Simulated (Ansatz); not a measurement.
GaH3O···NH3···HF

The calculation's input:

```
crystal:
  periodic: [false, false, false]
  atoms:
    - { symbol: Ga, position_ang: [-0.7179, 0.6309, -0.9914] }
    - { symbol: O, position_ang: [1.439, 0.8291, -0.6475] }
    - { symbol: H, position_ang: [-0.8823, -0.1648, -2.3069] }
    - { symbol: H, position_ang: [-1.2638, 2.0338, -0.6747] }
    - { symbol: H, position_ang: [0.2246, -0.748, 1.2193] }
    - { symbol: "N", position_ang: [-1.036, -0.7246, 0.7778] }
    - { symbol: H, position_ang: [1.5889, 0.1246, 0.3998] }
    - { symbol: F, position_ang: [1.4162, -0.5986, 1.3459] }
    - { symbol: H, position_ang: [2.1696, 0.6662, -1.2405] }
    - { symbol: H, position_ang: [-1.6204, -0.3666, 1.5264] }
    - { symbol: H, position_ang: [-1.3179, -1.682, 0.5917] }
basis:
  gaussian: { orbitals: def2-SVP }
hamiltonian:
  xc: pbe
relax:
  f_tol: 0.15
  max_steps: 25
  restrain:
    - { distance: [0, 5], at: 3.23, k: 30.0 }
    - { distance: [4, 7], at: 2.18, k: 30.0 }
    - { distance: [6, 1], at: 2.27, k: 30.0 }
    - { distance: [0, 1], at: 1.88, k: 30.0 }
    - { distance: [4, 5], at: 1.02, k: 30.0 }
    - { distance: [6, 7], at: 0.88, k: 30.0 }
output:
  orbitals: {}
```

Launched as:

```sh
ansatz run input.yaml --threads 2 --pin off --max-ram 3072MiB --backend cpu --events-out ev --progress --plain --runs-dir out
```

The fields are those of the run's last geometry, not of the input's.

Not at a stationary point (largest force 1.7 eV/Å).

All numbers below come from RKS PBE/def2-SVP in Ansatz 0.2.0.

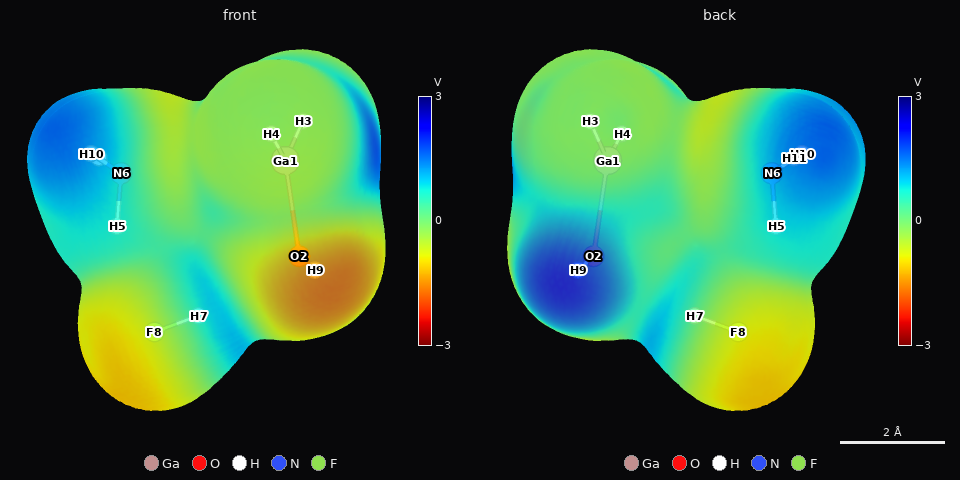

Figure 1. The molecular electrostatic potential painted on the density surface at 0.002 e/bohr³, seen from the front and from behind; red is negative and blue positive.

Which sites attract a positive test charge, and which a negative one?

A positive charge is drawn to the negative regions and a negative charge to the positive ones. The most negative region (about −1.6 V) lies over O2, the most positive (about +2.0 V) over H9. O2 is the likeliest acceptor of a hydrogen bond.

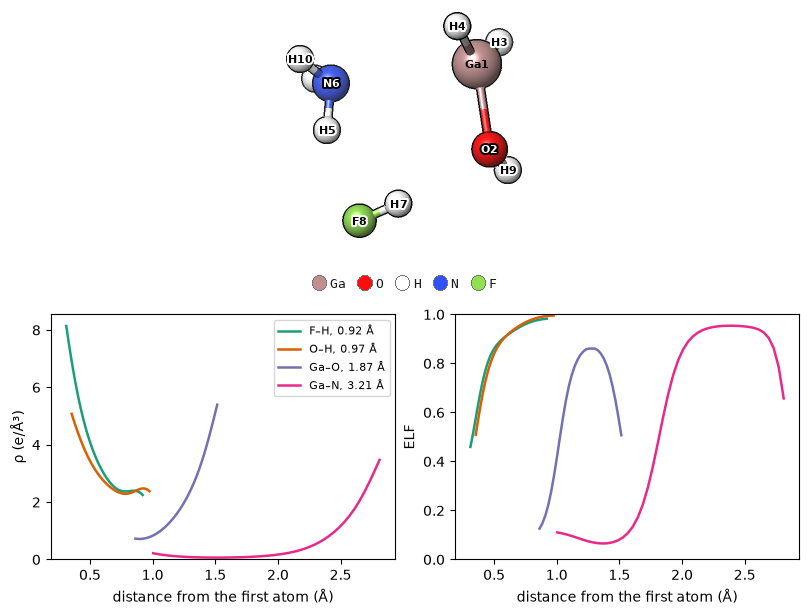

Figure 2. Total electron density and electron localisation function along straight lines between neighbouring atoms. The curves leave out the atomic cores. The structure is drawn too.

Compare the contacts.

F–H (0.92 Å): ρ at the midpoint is about 4.7 e/Å³; the ELF climbs to about 1 towards the hydrogen, as it does in any bond to H (a covalent bond by its length).
O–H (0.97 Å): the density is about 3.5 e/Å³ at the midpoint; the ELF climbs to about 1 towards the hydrogen; an ordinary covalent bond to hydrogen.
Ga–O (1.87 Å): ρ is about 0.73 e/Å³ halfway; the ELF peaks at about 0.85 in the valence shell of O, 0.6 Å from its nucleus, and is about 0.20 at the midpoint.
Ga1···N6 (3.21 Å): the density falls to about 0.07 e/Å³ on the way; the ELF dips to about 0.05 between them.

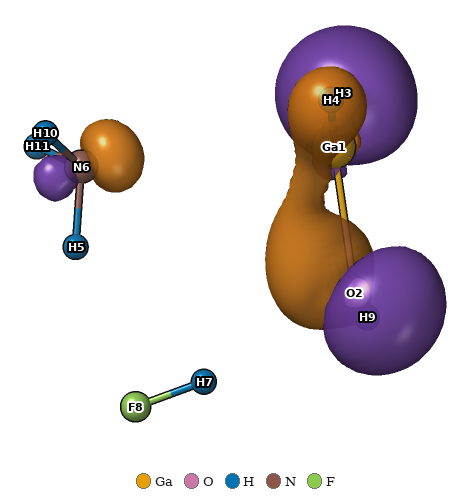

Figure 3. The HOMO−1 at ±0.15 Å⁻³ᐟ² (orange and purple are the two phases), seen across its widest extent.

Where does this orbital lie, and at what energy?

Its weight (Hirshfeld) is mainly on O2 (about 45 %), Ga1 (about 20 %) and H3 (about 20 %). Its energy is −6.92 eV.
